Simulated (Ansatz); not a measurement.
**AlRu (CsCl type), frozen-phonon scan**

Relaxed AlRu (CsCl type):

```yaml
crystal:
  lattice:
    - [2.98252, 0.00000, 0.00000]
    - [0.00000, 2.98252, 0.00000]
    - [0.00000, 0.00000, 2.98252]
  atoms:
    - { symbol: Al, position: [0.00000, 0.00000, 0.00000] }
    - { symbol: Ru, position: [0.50000, 0.50000, 0.50000] }
```

The atoms are displaced by Q × the pattern below (from a DFPT mode at Γ, largest move 1; Q in Å), at fixed cell. It is one choice among 3 degenerate patterns.

| atom | x | y | z |
|---|---|---|---|
| Al1 | 0.000 | 0.000 | 1.000 |
| Ru2 | 0.000 | 0.000 | -0.267 |

The numbers are results of r2SCAN (plane waves to 500 eV, PAW, scalar-relativistic; Ansatz, a first-principles code), not measurements. k mesh 16×16×16 (Γ-centred), Fermi-Dirac smearing 0.05 eV. The energy includes the smearing's −TS. With partly filled bands, energies and forces of such displacements shift with the k mesh and the smearing. AlRu is run without spin polarisation. AlRu was relaxed with its symmetry unable to fall. The zero of ΔE is the undisplaced structure.

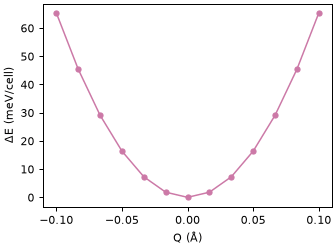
Figure: ΔE (meV/cell) against Q (Å); markers are the computed points, lines only join them.

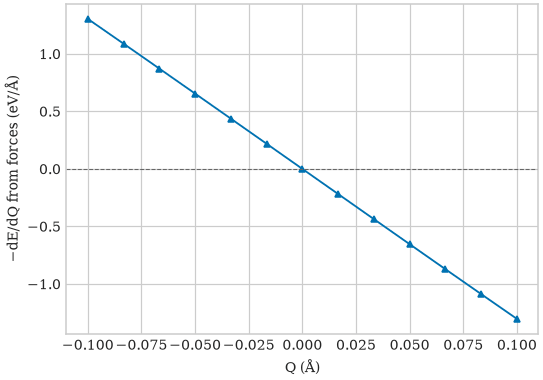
Figure. −dE/dQ from forces (eV/Å) against Q (Å); markers are the computed points, lines only join them.

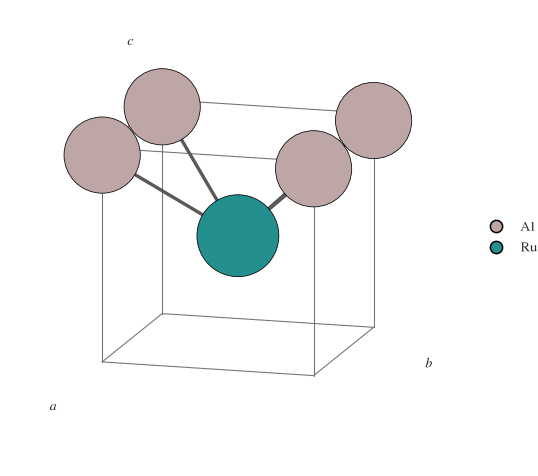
Figure: The cell of the calculation at Q = -0.100 Å.

The energy at Q = 0.100 Å is 65 meV/cell. Space group of the distorted cell: P4mm (No. 99), lowered from Pm-3m. Shape of the curve: a single well with its minimum at or next to zero displacement. Harmonic wavenumber from the curvature (finite differences): 323 cm⁻¹. Symmetry of the curve: even: the same for both signs.

E″ = 13.11 eV/Å², M = Σ mᵢ|uᵢ|² = 34.2 u, ν̃ = 521.5·√(|E″|/M).

(A displaced cell: forces are minus the slopes of the energy, force constants its curvatures, and phonons follow from these.)
